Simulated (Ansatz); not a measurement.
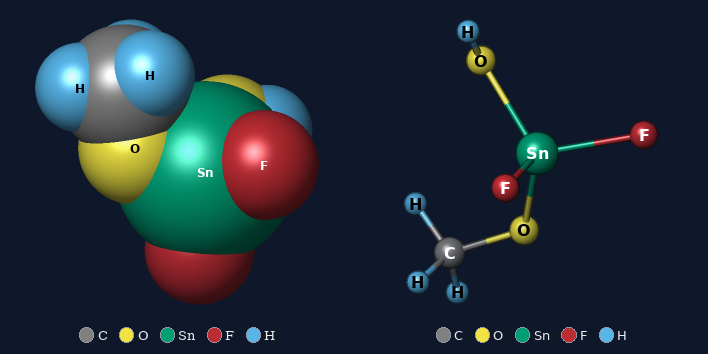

The same structure drawn twice, from different directions.

The computed structure is the end point of a PBE0-D4/def2-TZVP optimisation.

Identify the structure.

Formula CH₄F₂O₂Sn. As SMILES it reads `C[O][Sn]([OH])([F])[F]`. The point group is C1. Coordination: 1 C tetrahedral; 2 O bent; 1 Sn tetrahedral.

More results for the same structure follow; atom numbers are the same in all pictures, views and colours differ.

Levels of theory compared

Program: Ansatz 0.2.0.

Tabulate HOMO energy (eV) at these levels: BHLYP-D4/def2-TZVPP; PBE-D4/def2-TZVPP; PBE0-D4/def2-SVP; SPW92 (LDA)/def2-TZVPP; r2SCAN0-D4/def2-TZVPP; ωB97M-V/def2-QZVPP; ωB97M-V/def2-TZVPP.

| level | HOMO energy (eV) |
| --- | --- |
| BHLYP-D4/def2-TZVPP | −10.47 |
| PBE-D4/def2-TZVPP | −7.19 |
| PBE0-D4/def2-SVP | −8.69 |
| SPW92 (LDA)/def2-TZVPP | −7.36 |
| r2SCAN0-D4/def2-TZVPP | −9.11 |
| ωB97M-V/def2-QZVPP | −11.31 |
| ωB97M-V/def2-TZVPP | −11.28 |

Charges

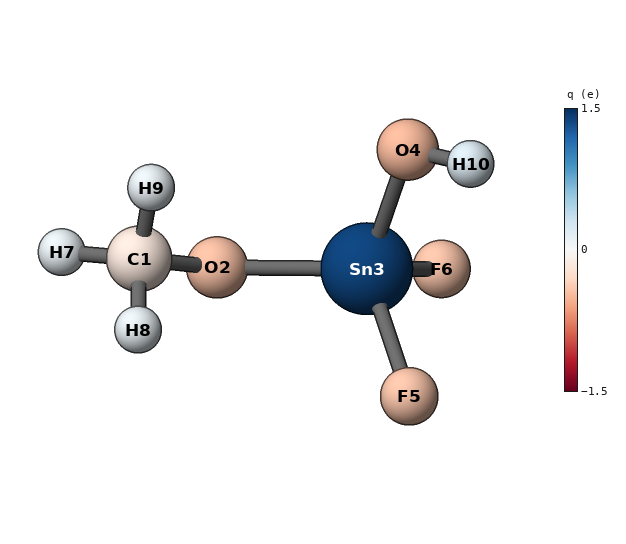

Atoms are coloured by their Mulliken charges. Properties computed with RKS PBE-D4/def2-TZVPP, core potentials on Sn (Ansatz 0.2.0).

**Which atom carries the highest charge (most positive or least negative)?**

Sn3 (1.37 e).

**And the lowest?**

O4 (−0.47 e).

List the Mulliken charges.

```json
{"atom": "C1", "value (e)": "−0.16"}
{"atom": "O2", "value (e)": "−0.44"}
{"atom": "Sn3", "value (e)": "1.37"}
{"atom": "O4", "value (e)": "−0.47"}
{"atom": "F5", "value (e)": "−0.42"}
{"atom": "F6", "value (e)": "−0.41"}
{"atom": "H7", "value (e)": "0.11"}
{"atom": "H8", "value (e)": "0.11"}
{"atom": "H9", "value (e)": "0.12"}
{"atom": "H10", "value (e)": "0.20"}
```

Dipole moment

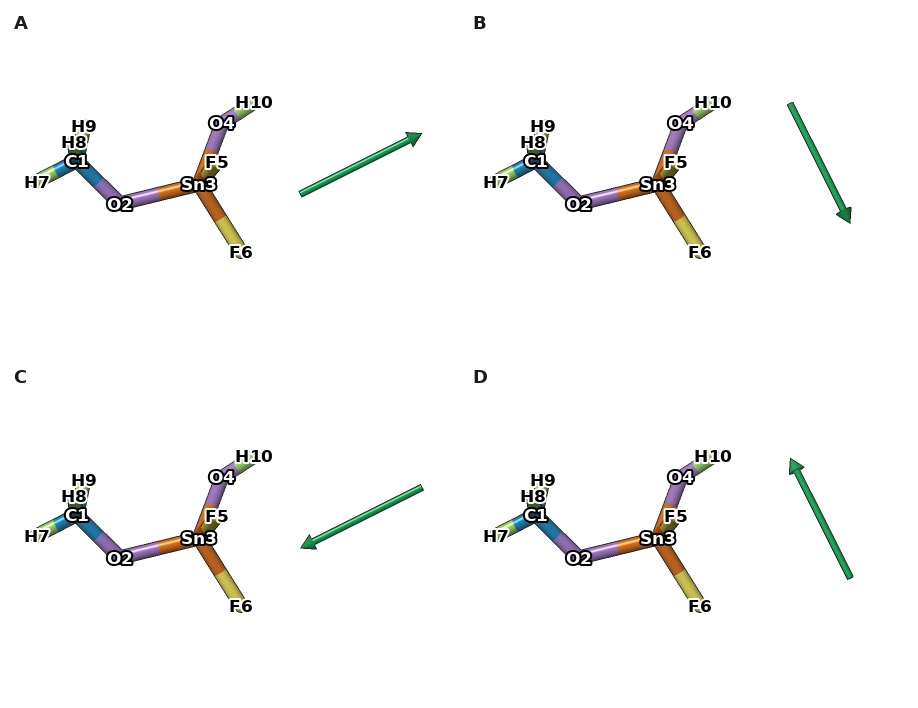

The same molecule four times, each with an arrow. Properties computed with RKS B3LYP-D4/def2-TZVPP, core potentials on Sn (Ansatz 0.2.0).

**Which arrow points along the dipole moment, from the negative to the positive end?**

D. The dipole moment is 2.65 D; it points from the side of F6 to the side of H9 (the outermost atoms at the two ends).

Mulliken values depend strongly on the basis set and can even reverse the polarity of a bond.
